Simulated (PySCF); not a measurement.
# Ge2H6S (digermathiane): levels of theory compared

We compute a comparison of 6 runs (HF/STO-3G, HF/3-21G, HF/def2-SVP, CAM-B3LYP/3-21G, B3LYP/6-31G*) of Ge2H6S (digermathiane). Input form: a Python script.

Program for the calculation: PySCF 2.14.0.

### 1 The molecule

Ge2H6S: 9 atoms, total charge 0, spin state singlet. SMILES: `[GeH3][S][GeH3]`. The shape is that of a PBE0-D4/def2-TZVP optimisation.

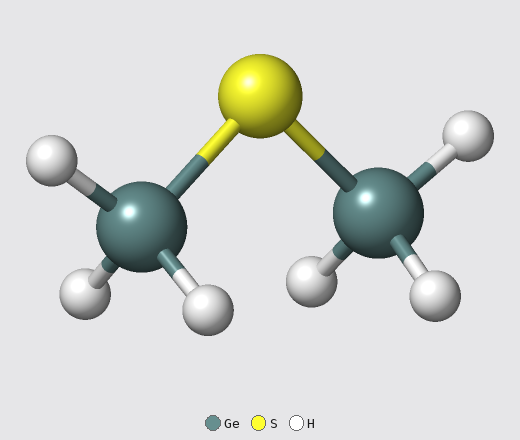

The structure, seen from a chosen angle (germanium teal, sulfur yellow, hydrogen white).

### 2 Energy and gradient at HF/STO-3G (run 1)

The input, start.xyz:

```xyz
9
Ge2H6S
Ge    -0.832200     0.755800    -1.243000
S      1.255300     0.669100    -0.488300
Ge     0.927300    -0.725200     1.209800
H     -1.295800    -0.649300    -1.661900
H     -0.806100     1.701800    -2.449000
H     -1.763500     1.297000    -0.145500
H      0.374900    -2.062500     0.689200
H      2.299000    -0.921800     1.865500
H     -0.070300    -0.111300     2.206100
```

The input, job.py:

```python
# [GeH3][S][GeH3]
import pyscf.grad
from pyscf import gto

mol = gto.Mole()
mol.atom = 'start.xyz'
mol.spin = 0
mol.basis = 'sto-3g'
mol.verbose = 4
mol.max_memory = 1860
mol.build()

mf = mol.RHF()
mf.conv_tol = 1e-10
mf.kernel()
if not mf.converged:
    mf = mf.newton().run(mf.mo_coeff, mf.mo_occ)

e_final = mf.e_tot
print('E(%s) = %.9f' % ('HF', e_final))
grad = mf.Gradients().kernel()
mf.analyze()
```

The run is started by

```bash
$ OMP_NUM_THREADS=1 python job.py
```

What it wrote:

```text
PySCF version 2.14.0

[... 75 lines left out ...]
Total Energy =                       -4500.241347887923439
[... 8 lines left out ...]
MO #2   energy= -400.553512397084  occ= 2
[... 6 lines left out ...]
MO #9   energy= -45.4610908006703  occ= 2
[... 6 lines left out ...]
MO #16  energy= -6.21986076764254  occ= 2
[... 6 lines left out ...]
MO #23  energy= -4.52452323383769  occ= 2
[... 6 lines left out ...]
MO #30  energy= -0.665281903747793 occ= 2
[... 6 lines left out ...]
MO #37  energy= -0.441953624772863 occ= 2
[... 6 lines left out ...]
MO #44  energy= 0.363599282776862  occ= 0
[... 6 lines left out ...]
MO #51  energy= 0.570454641623525  occ= 0
[... 63 lines left out ...]
Dipole moment(X, Y, Z, Debye): -0.89619, -0.48509,  0.35018
```

Wall time 12 s (1 thread of Intel Xeon at 2.50GHz (Skylake/Cascade Lake), shared host); peak memory 0.12 GiB.

### 3 Energy and gradient at HF/3-21G (run 2)

The input, calc.py:

```python
from pyscf import gto

mol = gto.M(
    atom='''
Ge  -0.832200   0.755800  -1.243000
S    1.255300   0.669100  -0.488300
Ge   0.927300  -0.725200   1.209800
H   -1.295800  -0.649300  -1.661900
H   -0.806100   1.701800  -2.449000
H   -1.763500   1.297000  -0.145500
H    0.374900  -2.062500   0.689200
H    2.299000  -0.921800   1.865500
H   -0.070300  -0.111300   2.206100
''',
    basis='3-21g',
    spin=0,
    max_memory=1860,
    verbose=4,
)

myscf = mol.RHF()
myscf.conv_tol = 1e-10
myscf.kernel()
if not myscf.converged:
    myscf = myscf.newton().run(myscf.mo_coeff, myscf.mo_occ)

energy = myscf.e_tot
print('E = %.10f Eh' % energy)
grad = myscf.nuc_grad_method().kernel()
myscf.analyze()
```

The run is started by

```bash
$ OMP_NUM_THREADS=1 python calc.py
```

What it wrote:

```text
PySCF version 2.14.0

[... 77 lines left out ...]
One-electron Energy =                -7348.169314159422356
[... 10 lines left out ...]
MO #6   energy= -45.9603224499585  occ= 2
[... 8 lines left out ...]
MO #15  energy= -6.57033663068519  occ= 2
[... 8 lines left out ...]
MO #24  energy= -1.58196552676257  occ= 2
[... 8 lines left out ...]
MO #33  energy= -1.57509463617153  occ= 2
[... 8 lines left out ...]
MO #42  energy= -0.409238360433491 occ= 2
[... 8 lines left out ...]
MO #51  energy= 0.279330866717332  occ= 0
[... 8 lines left out ...]
MO #60  energy= 0.753128216237384  occ= 0
[... 8 lines left out ...]
MO #69  energy= 1.40501574803492   occ= 0
[... 81 lines left out ...]
Dipole moment(X, Y, Z, Debye): -2.28099, -1.23511,  0.89094
```

Wall time 16 s (1 thread of Intel Xeon at 2.50GHz (Skylake/Cascade Lake), shared host); peak memory 0.14 GiB.

Runs 3 to 4 aren't shown in full; the table further down has their settings and results.

### 4 Energy and forces at B3LYP/6-31G(d) (spherical functions) (run 5)

The input, calc.py:

```python
from pyscf import gto, dft

mol = gto.M(
    atom='''
Ge    -0.832200     0.755800    -1.243000
S      1.255300     0.669100    -0.488300
Ge     0.927300    -0.725200     1.209800
H     -1.295800    -0.649300    -1.661900
H     -0.806100     1.701800    -2.449000
H     -1.763500     1.297000    -0.145500
H      0.374900    -2.062500     0.689200
H      2.299000    -0.921800     1.865500
H     -0.070300    -0.111300     2.206100
''',
    max_memory=1860,
    basis='6-31g*',
    verbose=3,
    charge=0,
)

ks = dft.RKS(mol)
ks.xc = 'b3lyp'
ks.conv_tol = 1e-10
ks.grids.level = 5
ks.kernel()
if not ks.converged:
    ks = ks.newton().run(ks.mo_coeff, ks.mo_occ)

e_final = ks.e_tot
print('E(%s) = %.9f' % ('B3LYP', e_final))
grad = ks.nuc_grad_method().kernel()
dip = ks.dip_moment()
pop, q = ks.mulliken_pop()
```

The run is started by

```bash
$ OMP_NUM_THREADS=1 python calc.py
```

What it wrote:

```text
converged SCF energy = -4555.34668527692
[... 9 lines left out ...]
Dipole moment(X, Y, Z, Debye): -1.25269, -0.67856,  0.48932
[... 104 lines left out ...]
charge of    8H =      0.03723
```

It took 1.7 min on 1 thread of Intel Xeon at 2.50GHz (Skylake/Cascade Lake), shared host; peak memory 0.92 GiB.

### 5 Energy and gradient at B3LYP/6-31G(d) (Cartesian functions) (run 6)

The input, run.py:

```python
# [GeH3][S][GeH3]
import pyscf.grad
from pyscf import gto, dft

mol = gto.Mole()
mol.atom = '''
Ge      -0.832200       0.755800      -1.243000
S        1.255300       0.669100      -0.488300
Ge       0.927300      -0.725200       1.209800
H       -1.295800      -0.649300      -1.661900
H       -0.806100       1.701800      -2.449000
H       -1.763500       1.297000      -0.145500
H        0.374900      -2.062500       0.689200
H        2.299000      -0.921800       1.865500
H       -0.070300      -0.111300       2.206100
'''
mol.spin = 0
mol.basis = '6-31g*'
mol.max_memory = 1860
mol.charge = 0
mol.verbose = 4
mol.cart = True
mol.build()

mf = dft.RKS(mol)
mf.xc = 'b3lyp'
mf.conv_tol = 1e-10
mf.grids.level = 5
mf.kernel()
if not mf.converged:
    mf = mf.newton().run(mf.mo_coeff, mf.mo_occ)

etot = mf.e_tot
print('Final energy', etot)
grad = mf.Gradients().kernel()
dip = mf.dip_moment()
pop, q = mf.mulliken_pop()
```

The run is started by

```bash
$ OMP_NUM_THREADS=1 python run.py
```

What it wrote:

```text
PySCF version 2.14.0

[... 76 lines left out ...]
converged SCF energy = -4555.35943410007
Final energy -4555.359434100069
[... 12 lines left out ...]
Dipole moment(X, Y, Z, Debye): -1.23781, -0.67050,  0.48351
[... 111 lines left out ...]
charge of    8H =      0.03594
```

Wall time 2.1 min (1 thread of Intel Xeon at 2.50GHz (Skylake/Cascade Lake), shared host); peak memory 1 GiB.

### 6 All runs side by side

```csv
run,level,integration grid,Cartesian functions,energy (Eh),dipole moment (D),HOMO energy (eV),LUMO energy (eV),wall time
1,HF/STO-3G,–,no,-4500.241348,1.08,-6.81,9.89,12 s
2,HF/3-21G,–,no,-4529.722646,2.74,-10.06,2.65,16 s
3,HF/def2-SVP,–,no,-4551.136537,1.53,-9.95,3.26,41 s
4,CAM-B3LYP/3-21G,5,no,-4533.927196,2.42,-8.41,0.66,61 s
5,B3LYP/6-31G* (spherical functions),5,no,-4555.346685,1.51,-6.79,-0.42,1.7 min
6,B3LYP/6-31G* (Cartesian functions),5,yes,-4555.359434,1.49,-6.80,-0.44,2.1 min
```

### 7 What came out

| quantity | value |
| --- | --- |
| run 6: total energy | -4555.35943 Eh |
| run 6: dipole moment | 1.49 D |
| run 6: HOMO energy | -6.80 eV |
| run 6: LUMO energy | -0.44 eV |
| run 6: HOMO–LUMO gap | 6.36 eV |
| run 6: largest force on an atom | 0.511 eV/Å |

The dipole moment (its size) runs from 1.08 D (HF/STO-3G) to 2.74 D (HF/3-21G). The HOMO–LUMO gap runs from 6.36 eV (B3LYP/6-31G*) to 16.70 eV (HF/STO-3G). The two ends differ in method and basis. Totals of different functionals can't be ranked against each other. In run 1 the basis is minimal, so the values are rough. All runs together took 6 min, the longest 2.1 min.
